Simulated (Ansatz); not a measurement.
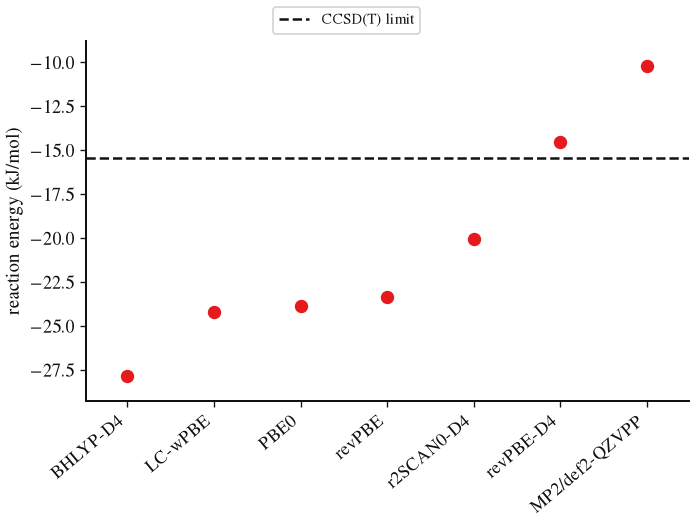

Electronic reaction energy of CH₃FGe ([CH3][Ge][F]) [singlet] + H₂ ([H][H]) → GeHF ([F][GeH]) [singlet] + CH₄ (C) (SMILES in brackets) at several levels (functionals in def2-TZVPP unless a basis is named), isolated molecules at PBE0-D4 triple-zeta geometries, minima by their frequencies, no zero-point or thermal terms, the Ansatz code. The line is frozen-core CCSD(T) at the basis limit (MP2 extrapolated from triple and quadruple zeta, plus CCSD(T) less MP2 in a smaller set). No dispersion term is added to LC-wPBE, PBE0 and revPBE. The distance of MP2/def2-QZVPP to the limit includes basis error. The limit lies 4.3 kJ/mol from CCSD(T)/def2-TZVPP, so the line itself is uncertain by a part of that.

> What do zero-point energy and temperature add?

Zero-point change 14.2 kJ/mol; at 298.15 K and 1 bar the CCSD(T) limit plus thermal terms gives an enthalpy of reaction of −4.4 and a free energy of −6.8 kJ/mol (harmonic PBE0-D4 modes, ideal gas).

> Give the values.

| level | kJ/mol | less CCSD(T) limit |
| --- | --- | --- |
| BHLYP-D4 | −27.8 | −12.4 |
| LC-wPBE | −24.2 | −8.8 |
| PBE0 | −23.9 | −8.4 |
| revPBE | −23.4 | −7.9 |
| r2SCAN0-D4 | −20.1 | −4.6 |
| revPBE-D4 | −14.6 | 0.9 |
| MP2/def2-QZVPP | −10.2 | 5.2 |
| CCSD(T) limit | −15.4 | 0.0 |

Caveats: no scalar relativity up to krypton; outer-core shells are correlated without core-valence functions, which makes the correlated values less sure.
